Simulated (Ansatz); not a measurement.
# CH4AlBO2: single points with varied inputs

Aim: run CH4AlBO2 under a spread of inputs, and see what each costs and gives.

Program: Ansatz 0.2.0, Gaussian basis. Level of theory: the settings change from run to run. These are calculated values, not measurements.

### 1 The geometry

The structure was relaxed beforehand with PBE0-D4 in a triple-zeta def2 set.

9 atoms, charge 0, spin multiplicity 1.

Atoms are counted from 1 here; the program's logs count them from 0.

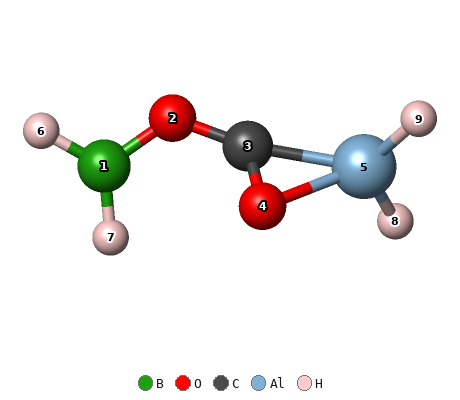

The structure; boron green, oxygen red, carbon dark grey, aluminium light blue, hydrogen pink; atoms are numbered from 1 in the order of the file.

### 2 revPBE0/cc-pVTZ-DK

Options: density fitting with cc-pVTZ-jkfit, D4 dispersion.

File in.yaml:

```yaml
crystal:
  periodic: [false, false, false]
  atoms:
    - {symbol: B, position_ang: [1.614270, 1.134125, -0.896309]}
    - {symbol: O, position_ang: [0.740616, 1.082306, 0.164757]}
    - {symbol: C, position_ang: [-0.173066, 0.138680, 0.341975]}
    - {symbol: O, position_ang: [-0.780958, -0.330407, -0.644648]}
    - {symbol: Al, position_ang: [-1.466781, -1.158294, 0.992505]}
    - {symbol: H, position_ang: [2.241048, 2.141047, -0.996117]}
    - {symbol: H, position_ang: [1.736213, 0.184726, -1.605865]}
    - {symbol: H, position_ang: [-0.941155, -2.629726, 1.207645]}
    - {symbol: H, position_ang: [-2.881788, -0.608757, 1.418858]}
basis:
  gaussian: {orbitals: cc-pVTZ-DK, fitting: {mean_field: cc-pVTZ-jkfit}}
hamiltonian: {xc: {name: revPBE0}, dispersion: d4}
```

The run is started by

```console
> ansatz run in.yaml --threads 2 --pin off --events-out ev --progress --plain --max-ram 4352MiB
```

The program printed:

```text
Functional definition: revPBE0
  name "revPBE0"
  cite "Zhang & Yang, Phys. Rev. Lett. 80, 890 (1998) doi:10.1103/PhysRevLett.80.890"
  cite "Adamo & Barone, J. Chem. Phys. 110, 6158 (1999) doi:10.1063/1.478522"
  cite "Perdew, Burke & Ernzerhof, Phys. Rev. Lett. 77, 3865 (1996) doi:10.1103/PhysRevLett.77.3865"
  parameter a = 0.25
  parameter kappa = 1.245
  parameter beta = 0.06672455060314922
  exchange = (1 - a)*pbe_x(kappa = kappa, mu = beta*pi^2/3) + a*exact_x
  correlation = pbe_c(beta = beta)
557 factors; integrals over basis functions are off by at most 7.5e-1 eV
mean field evaluation 1: about -12479.2722 eV, gradient 4.8e1 eV
mean field evaluation 2: about -12474.2900 eV, gradient 7.2e1 eV
mean field evaluation 4: about -12482.9710 eV, gradient 6.0e0 eV
mean field evaluation 8: about -12483.0329 eV, gradient 7.3e-2 eV
mean field -12483.03289349 eV, -458.7429975323 hartree, gradient 3.2e-5 eV, S^2 0.000000; 0 other end points of the search recorded, 0 dependent functions left out
reference -12483.03294339 eV, -458.7429993658 hartree; 22, 22 occupied and 188, 188 virtual orbitals, 557 factors
Total energy: -12483.41591337 eV, -458.7570732531 hartree
Relativity: scalar
```

Wall time 2.4 s (2 threads of Arm Neoverse V2, shared host); peak memory 0.29 GiB.

### 3 BHLYP/def2-TZVPD

This run has unrestricted orbitals.

in.yaml: that of step 2 with these lines changed.

```diff
@@ -13,3 +13,4 @@
 basis:
-  gaussian: {orbitals: cc-pVTZ-DK, fitting: {mean_field: cc-pVTZ-jkfit}}
-hamiltonian: {xc: {name: revPBE0}, dispersion: d4}
+  gaussian: {orbitals: def2-TZVPD}
+magnetization: {spin_polarized: true, initial_magnetization: 0}
+hamiltonian: {xc: {name: BHLYP}}
```

Same command.

The program printed:

```text
Functional definition: BHLYP
  name "BHLYP"
  cite "Becke, J. Chem. Phys. 98, 1372 (1993) doi:10.1063/1.464304"
  cite "Becke, Phys. Rev. A 38, 3098 (1988) doi:10.1103/PhysRevA.38.3098"
  cite "Lee, Yang & Parr, Phys. Rev. B 37, 785 (1988) doi:10.1103/PhysRevB.37.785"
  parameter a = 0.5
  exchange = (1 - a)*b88_x + a*exact_x
  correlation = lyp_c
1364 factors; their error is unknown
mean field evaluation 1: about -12465.4984 eV, gradient 3.4e1 eV
mean field evaluation 2: about -12463.9654 eV, gradient 4.1e1 eV
mean field evaluation 4: about -12469.2461 eV, gradient 2.8e0 eV
mean field evaluation 8: about -12469.2723 eV, gradient 2.9e-2 eV
mean field evaluation 16: about -12469.3285 eV, gradient 3.2e-5 eV
mean field -12469.32852659 eV, -458.2393713377 hartree, gradient 3.2e-5 eV, S^2 0.000000; 0 other end points of the search recorded, 0 dependent functions left out
reference -12469.32874048 eV, -458.2393791981 hartree; 22, 22 occupied and 211, 211 virtual orbitals, 1364 factors
Total energy: -12469.32874048 eV, -458.2393791981 hartree
```

Wall time 10 s (2 threads of Arm Neoverse V2, shared host); peak memory 0.75 GiB.

⟨S²⟩ 0.000.

### 4 rPW86-PBE/def2-TZVPP

Options: multiplicity 3, atoms shaken by 0.15 Å.

File in.yaml:

```yaml
crystal:
  periodic: [false, false, false]
  atoms:
    - {symbol: B, position_ang: [1.421129, 1.307925, -0.841743]}
    - {symbol: O, position_ang: [0.530387, 1.173068, 0.095321]}
    - {symbol: C, position_ang: [-0.165834, -0.044826, 0.441032]}
    - {symbol: O, position_ang: [-0.803287, -0.325735, -0.394448]}
    - {symbol: Al, position_ang: [-1.453135, -1.288625, 1.227849]}
    - {symbol: H, position_ang: [2.069423, 2.170627, -1.097702]}
    - {symbol: H, position_ang: [1.845645, 0.271710, -1.746594]}
    - {symbol: H, position_ang: [-0.844565, -2.534460, 1.471429]}
    - {symbol: H, position_ang: [-2.916743, -0.412139, 1.377046]}
basis:
  gaussian: {orbitals: def2-TZVPP}
magnetization: {spin_polarized: true, initial_magnetization: 2}
hamiltonian: {xc: {name: rPW86-PBE}}
```

The command is unchanged.

The program printed:

```text
Functional definition: rPW86-PBE
  name "rPW86-PBE"
  cite "Murray, Lee & Langreth, J. Chem. Theory Comput. 5, 2754 (2009) doi:10.1021/ct900365q"
  cite "Perdew, Burke & Ernzerhof, Phys. Rev. Lett. 77, 3865 (1996) doi:10.1103/PhysRevLett.77.3865"
  parent pbe
  exchange = rpw86_x
  correlation = pbe_c
1156 factors; their error is unknown
mean field evaluation 1: about -12464.1343 eV, gradient 6.4e1 eV
mean field evaluation 2: about -12122.3586 eV, gradient 2.3e2 eV
mean field evaluation 4: about -12466.1999 eV, gradient 5.9e1 eV
mean field evaluation 8: about -12484.6301 eV, gradient 2.7e0 eV
mean field evaluation 16: about -12484.6739 eV, gradient 6.1e-2 eV
mean field evaluation 32: about -12484.6739 eV, gradient 9.1e-6 eV
mean field evaluation 64: about -12484.5497 eV, gradient 4.3e0 eV
mean field -12484.67393668 eV, -458.8033047569 hartree, gradient 9.1e-6 eV, S^2 2.004058; 6 other end points of the search recorded, 0 dependent functions left out
reference -12484.67407614 eV, -458.8033098820 hartree; 23, 21 occupied and 199, 201 virtual orbitals, 1156 factors
Total energy: -12484.67407614 eV, -458.8033098820 hartree
```

Wall time 20 s (2 threads of Arm Neoverse V2, shared host); peak memory 0.52 GiB.

⟨S²⟩ 2.004.

### 5 r2SCAN0/def2-TZVPD

This run has coordinates scaled by 1.05, D3(BJ) dispersion, the search for lower states set to off.

File in.yaml:

```yaml
crystal:
  periodic: [false, false, false]
  atoms:
    - {symbol: B, position_ang: [1.694984, 1.190831, -0.941125]}
    - {symbol: O, position_ang: [0.777647, 1.136421, 0.172995]}
    - {symbol: C, position_ang: [-0.181720, 0.145614, 0.359073]}
    - {symbol: O, position_ang: [-0.820006, -0.346927, -0.676880]}
    - {symbol: Al, position_ang: [-1.540120, -1.216209, 1.042130]}
    - {symbol: H, position_ang: [2.353101, 2.248100, -1.045923]}
    - {symbol: H, position_ang: [1.823024, 0.193962, -1.686158]}
    - {symbol: H, position_ang: [-0.988212, -2.761213, 1.268027]}
    - {symbol: H, position_ang: [-3.025877, -0.639195, 1.489801]}
basis:
  gaussian: {orbitals: def2-TZVPD}
hamiltonian: {xc: {name: r2SCAN0}, dispersion: d3bj}
scf: {lower_state_search: off}
output: {forces: true}
```

Same command.

The program printed, cut to the lines that bear on the results:

```text
Warning: the engine holds no damping parameters fitted to this dispersion correction and functional, so the run takes those fitted to r2scan0 beside the three-body term, which d3bj leaves out (hamiltonian.dispersion, under Limitations)
Functional definition: r2SCAN0
  name "r2SCAN0"
  cite "Bursch, Neugebauer, Ehlert & Grimme, J. Chem. Phys. 156, 134105 (2022) doi:10.1063/5.0086040"
  cite "Furness, Kaplan, Ning, Perdew & Sun, J. Phys. Chem. Lett. 11, 8208 (2020) doi:10.1021/acs.jpclett.0c02405"
  cite "Furness, Kaplan, Ning, Perdew & Sun, J. Phys. Chem. Lett. 11, 9248 (2020) doi:10.1021/acs.jpclett.0c03077"
  parent r2scan
[...]
1205 factors; their error is unknown
[...]
mean field -12466.69369444 eV, -458.1425430421 hartree, gradient 2.8e-6 eV, S^2 0.000000; 0 other end points of the search recorded, 0 dependent functions left out
[...]
reference -12466.69371054 eV, -458.1425436339 hartree; 22, 22 occupied and 211, 211 virtual orbitals, 1205 factors
Total energy: -12466.74186513 eV, -458.1443132825 hartree
Atom 0 at     1.694984     1.190831    -0.941125 Å, force    -0.724756    -0.208455     0.748256 eV/Å
Atom 1 at     0.777647     1.136421     0.172995 Å, force    -0.411250    -1.726046    -1.456776 eV/Å
Atom 2 at    -0.181720     0.145614     0.359073 Å, force    -0.613269    -0.261947    -2.876515 eV/Å
Atom 3 at    -0.820006    -0.346927    -0.676880 Å, force     1.785516     1.238299     3.511947 eV/Å
Atom 4 at    -1.540120    -1.216209     1.042130 Å, force     0.304573     0.371804    -0.570431 eV/Å
Atom 5 at     2.353101     2.248100    -1.045923 Å, force    -0.791367    -1.187144     0.203157 eV/Å
Atom 6 at     1.823024     0.193962    -1.686158 Å, force    -0.198332     1.111562     0.862676 eV/Å
Atom 7 at    -0.988212    -2.761213     1.268027 Å, force    -0.334906     1.018210    -0.138781 eV/Å
Atom 8 at    -3.025877    -0.639195     1.489801 Å, force     0.983790    -0.356285    -0.283533 eV/Å
Dipole moment:     0.185001     0.046043     0.006081 e Å
Checks for a lower state left out: stability, starts, cluster_reference, orbital_swaps, neighbouring_geometries, increment
```

It took 7 s on 2 threads of Arm Neoverse V2, shared host; peak memory 0.6 GiB.

Largest force 4.130 eV/Å, dipole 0.92 D.

### 6 SVWN5/6-31G*

This run has multiplicity 3.

File in.yaml:

```yaml
crystal:
  periodic: [false, false, false]
  atoms:
    - {symbol: B, position_ang: [1.614270, 1.134125, -0.896309]}
    - {symbol: O, position_ang: [0.740616, 1.082306, 0.164757]}
    - {symbol: C, position_ang: [-0.173066, 0.138680, 0.341975]}
    - {symbol: O, position_ang: [-0.780958, -0.330407, -0.644648]}
    - {symbol: Al, position_ang: [-1.466781, -1.158294, 0.992505]}
    - {symbol: H, position_ang: [2.241048, 2.141047, -0.996117]}
    - {symbol: H, position_ang: [1.736213, 0.184726, -1.605865]}
    - {symbol: H, position_ang: [-0.941155, -2.629726, 1.207645]}
    - {symbol: H, position_ang: [-2.881788, -0.608757, 1.418858]}
basis:
  gaussian: {orbitals: "6-31G*"}
magnetization: {spin_polarized: true, initial_magnetization: 2}
hamiltonian: {xc: {name: SVWN5}}
```

Launched as before.

The program printed:

```text
Functional definition: SVWN5
  name "SVWN5"
  cite "Dirac, Proc. Camb. Phil. Soc. 26, 376 (1930) doi:10.1017/S0305004100016108"
  cite "Slater, Phys. Rev. 81, 385 (1951) doi:10.1103/PhysRev.81.385"
  cite "Vosko, Wilk & Nusair, Can. J. Phys. 58, 1200 (1980) doi:10.1139/p80-159"
  exchange = slater_x
  correlation = vwn5_c
958 factors; their error is unknown
mean field evaluation 1: about -12385.4864 eV, gradient 3.3e1 eV
mean field evaluation 2: about -12356.7075 eV, gradient 8.3e1 eV
mean field evaluation 4: about -12384.7361 eV, gradient 2.5e1 eV
mean field evaluation 8: about -12389.9179 eV, gradient 1.2e-2 eV
mean field evaluation 16: about -12381.4149 eV, gradient 2.0e1 eV
mean field evaluation 32: about -12389.0186 eV, gradient 3.8e0 eV
mean field -12389.91789303 eV, -455.3210843810 hartree, gradient 3.4e-5 eV, S^2 2.003732; 6 other end points of the search recorded, 0 dependent functions left out
reference -12389.91793823 eV, -455.3210860420 hartree; 23, 21 occupied and 64, 66 virtual orbitals, 958 factors
Total energy: -12389.91793823 eV, -455.3210860420 hartree
```

Run time: 1.9 s. Hardware: 2 threads of Arm Neoverse V2, shared host.

⟨S²⟩ 2.004.

[end of part 1 of 2]
